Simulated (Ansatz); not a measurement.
SnGe2 (space group Fm-3m, No. 225): the end point of a relaxation with Ansatz, DFT PBEsol, scalar-relativistic, plane waves, PAW; the starting structure was generated, so it need not be a known form of this composition.

```
CELL_PARAMETERS angstrom
6.67255 0.00000 0.00000
0.00000 6.67255 0.00000
0.00000 0.00000 6.67255
ATOMIC_POSITIONS crystal
Sn 0.00000 0.00000 0.00000
Ge 0.25000 0.25000 0.75000
Ge 0.25000 0.75000 0.75000
Sn 0.00000 0.50000 0.50000
Ge 0.25000 0.75000 0.25000
Ge 0.25000 0.25000 0.25000
Sn 0.50000 0.00000 0.50000
Ge 0.75000 0.25000 0.25000
Ge 0.75000 0.75000 0.25000
Sn 0.50000 0.50000 0.00000
Ge 0.75000 0.75000 0.75000
Ge 0.75000 0.25000 0.75000
```

Bonds are taken as Ge–Sn below 3.3 Å; no other contact counts. Atoms with one bond or none are removed and atoms with two bonds are replaced by edges, until no such atom is left.

What net does this leave?

The result is a binodal (4,8)-connected, three-periodic net: Ge is a 4-connected node; Sn is an 8-connected node, in the ratio 2:1. It is the flu net, known from fluorite. It is a single net, without interpenetration.

| node | links | point symbol | coordination sequence |
| --- | --- | --- | --- |
| Ge | 4 | 4⁶ | 4 22 24 82 |
| Sn | 8 | 4¹²·6¹²·8⁴ | 8 12 48 42 |

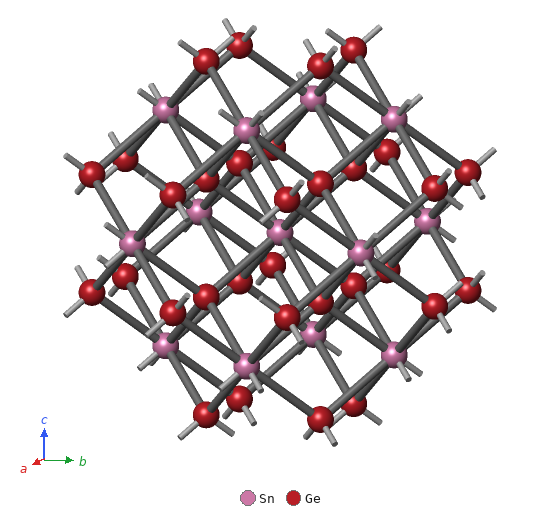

Nodes are coloured by element. Short stubs are edges that leave the cut-out.
